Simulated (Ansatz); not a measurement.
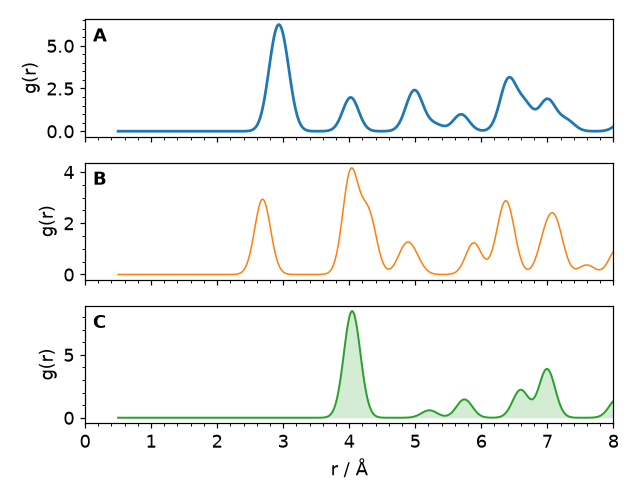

Calculated partial radial distribution functions of Sn2As3, each distance broadened by a Gaussian of σ = 0.12 Å. Basis of the simulation: the end point of a relaxation with Ansatz, DFT PBE, scalar-relativistic, plane waves, PAW; the starting structure was generated, so it need not be a known form of this composition.

```
Sn As
1.0
     4.02911    0.00000    0.00000
    -2.01456    3.48931    0.00000
     0.00000    0.00000   25.81551
Sn As
6 9
Direct
  0.66667 0.33333 0.73215
  0.66667 0.33333 0.93451
  0.33333 0.66667 0.06549
  0.33333 0.66667 0.26785
  0.00000 0.00000 0.39882
  0.00000 0.00000 0.60118
  0.00000 0.00000 0.00000
  0.33333 0.66667 0.85981
  0.00000 0.00000 0.80685
  0.66667 0.33333 0.33333
  0.00000 0.00000 0.19315
  0.66667 0.33333 0.14019
  0.33333 0.66667 0.66667
  0.66667 0.33333 0.52648
  0.33333 0.66667 0.47352
```

**Assign each lettered curve to its atom pair.**

panel A is Sn–As (first distance 2.88 Å); panel B is As–As (first distance 2.70 Å); panel C is Sn–Sn (first distance 4.03 Å).

**Give the first two coordination shells of each pair (distances closer than 0.12 Å counted as one shell; neighbours averaged over all atoms of the first element).**

| pair | first shell (Å) | neighbours in it | second shell (Å) | neighbours in the second |
| --- | --- | --- | --- | --- |
| Sn–As | 2.88 | 3 As per Sn | 3.02 | 3 |
| As–As | 2.70 | 2 As per As | 4.03 | 6 |
| Sn–Sn | 4.03–4.10 | 9 Sn per Sn | 5.22 | 1 |
